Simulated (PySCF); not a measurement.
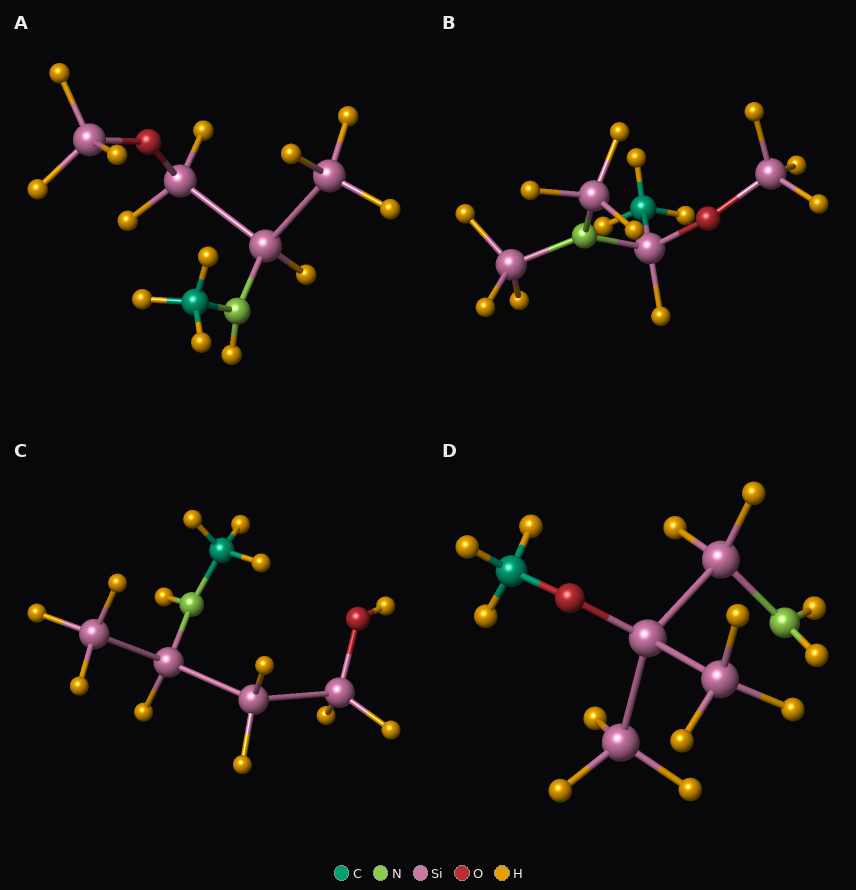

Simulated data, not a measurement (program: PySCF).

### Which panel belongs to which SMILES?
(1) CN[Si@H]([SiH3])[SiH2]O[SiH3]
(2) C[Si@@H](O[SiH3])N([SiH3])[SiH3]
(3) CN[Si@H]([SiH3])[SiH2][SiH2]O
(4) CO[Si]([SiH3])([SiH3])[SiH2]N

A is (1), B is (2), C is (3), D is (4).
